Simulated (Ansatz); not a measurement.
**Cl2 (chlorine): CCSDT(Q)/STO-3G**

Aim: the vertical electron affinity of Cl2 (chlorine) at CCSDT(Q)/STO-3G, from 2 runs. 

Program for the calculation: Ansatz 0.2.0.

21 further runs of the same task are left out: 3 that didn't finish, 18 set aside as unsound or not needed.

## Step 1: The molecule

Cl2: 2 atoms, total charge 0, spin state singlet. As SMILES, `ClCl`. Geometry: relaxed at GFN2-xTB.

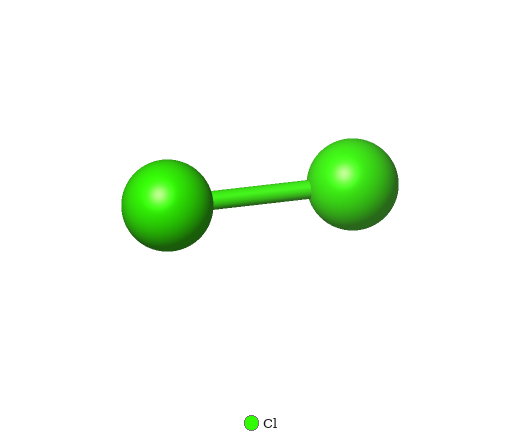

The structure, seen from a chosen angle (chlorine green).

## Step 2: A single-point energy at CCSDT(Q)/STO-3G

Contents of job.yaml:

```yaml
crystal:
  periodic: [false, false, false]
  atoms:
    - {symbol: Cl, position_ang: [0.859850, -0.286310, 0.440860]}
    - {symbol: Cl, position_ang: [-0.859850, 0.286310, -0.440860]}
basis:
  gaussian:
    orbitals: STO-3G
correlation:
  method: ccsdt_q
  frozen_orbitals: {Cl: 5}
accuracy: high
scf:
  omitted_lower_state_checks: [cluster_reference, increment]
```

Launch:

```bash
$ ansatz run job.yaml --threads 1 --pin off --max-ram 2610MiB --events-out events.jsonl --progress --plain --runs-dir runs
```

Standard output:

```text
Warning: RAYON_NUM_THREADS=1 ignored (pool sized by the plan → 1); use --threads N
Functional definition: HF
  name "HF"
  exchange = exact_x
  correlation = 0
these checks for a lower state are left out or cut short: cluster_reference, increment
297 factors; integrals over basis functions are off by at most 2.5e-8 eV
mean field evaluation 1: about -24737.9895 eV, gradient 6.5e0 eV
mean field evaluation 2: about -24738.0414 eV, gradient 6.6e0 eV
mean field evaluation 4: about -24738.2476 eV, gradient 4.8e-2 eV
mean field evaluation 8: about -24738.2474 eV, gradient 9.1e-6 eV
mean field -24738.24736654 eV, -909.1138225342 hartree, gradient 1.2e-8 eV, S^2 0.000000; 0 other end points of the search recorded, 0 dependent functions left out
10 core orbitals not correlated: weight in the atoms' cores, before any rotation towards them, 1.000 or more for the frozen orbitals, at most 0.000 for the correlated occupied ones
reference -24738.24736654 eV, -909.1138225342 hartree; 7, 7 occupied and 1, 1 virtual orbitals, 297 factors
second order -0.52618640 eV of doubles, -0.00000000 eV of singles
cycle   1  -0.68808976 eV  change   -1.6e-1 eV  update   4.2e-2
cycle   2  -0.79086924 eV  change   -1.0e-1 eV  update   1.8e-2
cycle   3  -0.79314747 eV  change   -2.3e-3 eV  update   2.1e-3
cycle   4  -0.79379085 eV  change   -6.4e-4 eV  update   1.0e-3
cycle   5  -0.79346320 eV  change    3.3e-4 eV  update   3.6e-4
cycle   6  -0.79369319 eV  change   -2.3e-4 eV  update   7.8e-5
cycle   7  -0.79361873 eV  change    7.4e-5 eV  update   9.3e-6
cycle   8  -0.79363253 eV  change   -1.4e-5 eV  update   4.8e-6
cycle   9  -0.79363340 eV  change   -8.7e-7 eV  update   2.6e-6
cycle  10  -0.79364835 eV  change   -1.5e-5 eV  update   2.4e-6
cycle  11  -0.79364793 eV  change    4.2e-7 eV  update   7.1e-8
cycle  12  -0.79364795 eV  change   -2.4e-8 eV  update   7.9e-9
cycle  13  -0.79364778 eV  change    1.8e-7 eV  update   4.1e-8
cycle  14  -0.79364767 eV  change    1.1e-7 eV  update   1.5e-8
cycle  15  -0.79364765 eV  change    1.9e-8 eV  update   6.9e-9
cycle  16  -0.79364765 eV  change    1.9e-9 eV  update   1.1e-8
cycle  17  -0.79364765 eV  change  -4.5e-10 eV  update   1.1e-8
cycle  18  -0.79364765 eV  change   1.0e-10 eV  update   1.1e-8
cycle  19  -0.79364769 eV  change   -4.2e-8 eV  update   1.1e-8
cycle  20  -0.79364769 eV  change  -4.2e-10 eV  update  3.7e-10
perturbative correction 0.00000000 eV, 0.0000000000 hartree
Total energy: -24739.04101423 eV, -909.1429885488 hartree
Checks for a lower state left out: cluster_reference, increment
```

It took 0.12 s on 1 thread of Arm Neoverse V2, shared host.

## Step 3: The doublet anion at the same level

Contents of job.yaml:

```yaml
crystal:
  periodic: [false, false, false]
  atoms:
    - symbol: Cl
      position_ang: [0.859850, -0.286310, 0.440860]
    - symbol: Cl
      position_ang: [-0.859850, 0.286310, -0.440860]
basis:
  gaussian:
    orbitals: STO-3G
total_charge: -1
magnetization:
  spin_polarized: true
  initial_magnetization: 1
correlation:
  method: ccsdt_q
  frozen_orbitals: {Cl: 5}
accuracy: high
scf:
  omitted_lower_state_checks: [cluster_reference, increment]
```

Launch:

```bash
$ ansatz run job.yaml --threads 1 --pin off --max-ram 2610MiB --events-out events.jsonl --progress --plain --runs-dir runs
```

Standard output:

```text
Warning: RAYON_NUM_THREADS=1 ignored (pool sized by the plan → 1); use --threads N
Functional definition: HF
  name "HF"
  exchange = exact_x
  correlation = 0
these checks for a lower state are left out or cut short: cluster_reference, increment
297 factors; integrals over basis functions are off by at most 2.5e-8 eV
mean field evaluation 1: about -24734.8072 eV, gradient 2.5e0 eV
mean field evaluation 2: about -24734.9221 eV, gradient 2.5e0 eV
mean field evaluation 4: about -24734.9790 eV, gradient 6.5e-2 eV
mean field evaluation 8: about -24734.9791 eV, gradient 2.2e-8 eV
mean field -24734.97908336 eV, -908.9937153425 hartree, gradient 2.2e-8 eV, S^2 0.750000; 0 other end points of the search recorded, 0 dependent functions left out
10 core orbitals not correlated: weight in the atoms' cores, before any rotation towards them, 1.000 or more for the frozen orbitals, at most 0.000 for the correlated occupied ones
reference -24734.97908336 eV, -908.9937153425 hartree; 8, 7 occupied and 0, 1 virtual orbitals, 297 factors
second order 0.00000000 eV of doubles, -0.00000000 eV of singles
cycle   1  -0.00000000 eV  change  -2.4e-21 eV  update  4.8e-12
cycle   2  -0.00000000 eV  change  -7.1e-22 eV  update  1.4e-12
perturbative correction 0.00000000 eV, 0.0000000000 hartree
Total energy: -24734.97908336 eV, -908.9937153425 hartree
Checks for a lower state left out: cluster_reference, increment
```

Run time: 0.2 s. Hardware: 1 thread of Arm Neoverse V2, shared host.

## Step 4: What came out

Level: CCSDT(Q)/STO-3G, 10 core orbitals frozen.

```
                                                   quantity          value
                                  singlet Cl2: total energy  -909.14299 Eh
  singlet Cl2: correlation energy (10 core orbitals frozen)      -29.2 mEh
                                 singlet Cl2: T1 diagnostic          0.004
                                doublet anion: total energy  -908.99372 Eh
doublet anion: correlation energy (10 core orbitals frozen)        0.0 mEh
           doublet anion: ⟨S²⟩ of the reference determinant          0.750
                               doublet anion: T1 diagnostic          0.000
          vertical electron affinity (to the doublet anion)      -4.062 eV
```

What this shows: The anion lies 4.06 eV (392 kJ/mol) above the neutral: the electron isn't bound at this level, and such a value depends on the basis. Without diffuse functions anions come out too high. In a minimal basis such a difference can be off by several eV, whatever the method.
